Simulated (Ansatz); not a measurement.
```xyz
10

Ge   -0.1137   -0.1297   -0.0701
F    -0.3438   -0.2500    1.6539
O     1.6093   -0.1954   -0.4226
H     1.8952   -1.1086   -0.5533
H    -0.7516    1.1410   -0.5980
O    -0.8022   -1.6288   -0.6895
H    -1.3335   -2.0878   -0.0286
S     1.6183    2.5584    1.5508
H     2.3147    1.6153    0.8770
H     1.1231    1.6405    2.4082
```

All numbers below come from RKS PBE0/def2-SVP (Ansatz 0.2.0).

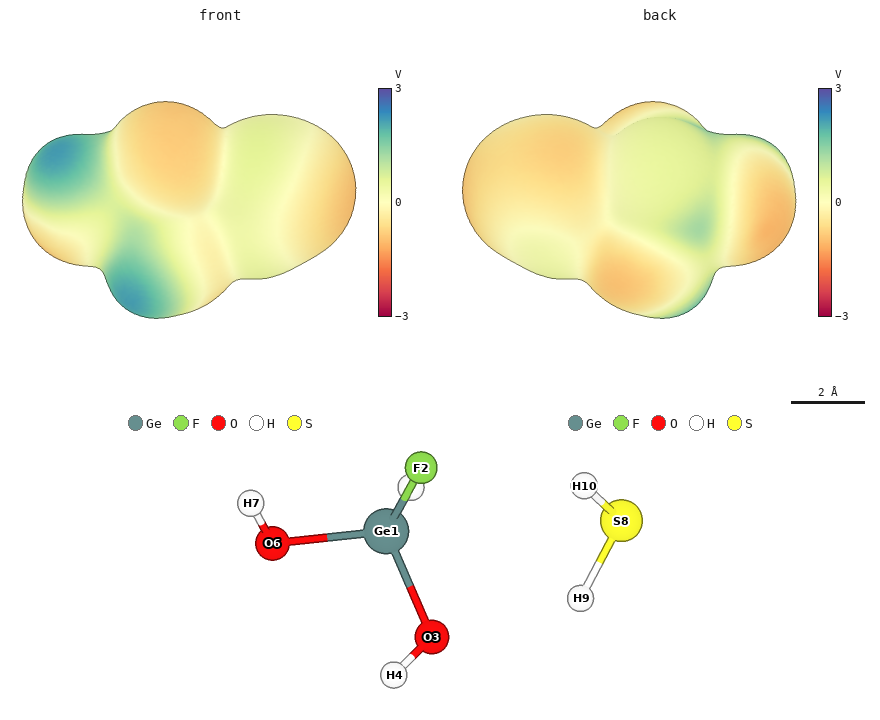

FGeH₃O₂···H₂S. The molecular electrostatic potential painted on the density surface at 0.001 e/bohr³, seen from the front and from behind; red is negative and blue positive. The bare structure is drawn below in the same view.

> Describe the electrostatic potential map.

The most negative region (about −1.0 V) lies over O6, the most positive (about +2.1 V) over H4 and H7. O6 is the likeliest acceptor of a hydrogen bond.
